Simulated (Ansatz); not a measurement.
```xyz
12

B    -0.946    2.174    0.031
Si   -0.632    0.311    0.559
C     0.793   -0.539   -0.366
N     0.972   -1.981    0.134
H    -0.301    2.725   -0.791
H    -1.806    2.804    0.540
H    -0.373    0.256    1.994
H    -1.852   -0.459    0.326
H     0.635   -0.471   -1.469
H     1.743   -0.007   -0.153
H     1.734   -2.377   -0.512
H     0.111   -2.489   -0.260
```

Q: Where will the first 6 clear peaks of this molecule's radial distribution curve from gas electron diffraction lie, and which pairs make them?

A: Peak 1, 1.11 Å: N–H 1.07 Å (×2), C–H 1.11–1.12 Å (×2), B–H 1.18 Å (×2), not resolved
Peak 2, 1.52 Å: Si–H 1.46 Å (×2), N–C 1.54 Å, not resolved
Peak 3, 1.93 Å: Si–C 1.90 Å, Si–B 1.96 Å, not resolved
Peak 4, 2.81 Å: Si···H 2.76–3.01 Å (×3), Si···N 2.83 Å, not resolved; in its flanks Si···H 2.50–2.52 Å
Peak 5, 3.23 Å: N···H 3.20–3.21 Å (×2), C···B 3.25 Å, B···H 3.43–3.47 Å (×2), C···H 3.47 Å, not resolved; in its flanks Si···H 3.74 Å
Peak 6, 4.58 Å: C···H 4.33 Å, N···B 4.58 Å, B···H 4.79 Å, not resolved; in its flanks N···H 4.96 Å

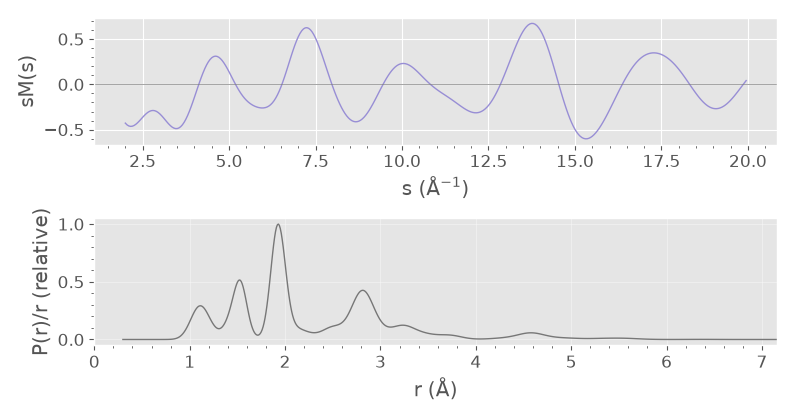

Simulated gas electron diffraction: reduced molecular intensity sM(s) from the Debye equation in the first Born approximation (top) and the radial distribution curve (bottom) of CH₈BNSi. Each pair of atoms contributes with weight ZᵢZⱼ/r; damping constant 0.001 Å²; vibrational amplitudes assumed, not computed: 0.05 Å for bonds, 0.078 Å for bonds to H, 0.06 + 0.015 r up to 0.15 Å for other pairs. The geometry is the end point of an optimisation (RKS PBE/STO-3G (Ansatz 0.2.0)); it may be a saddle point or a higher isomer.
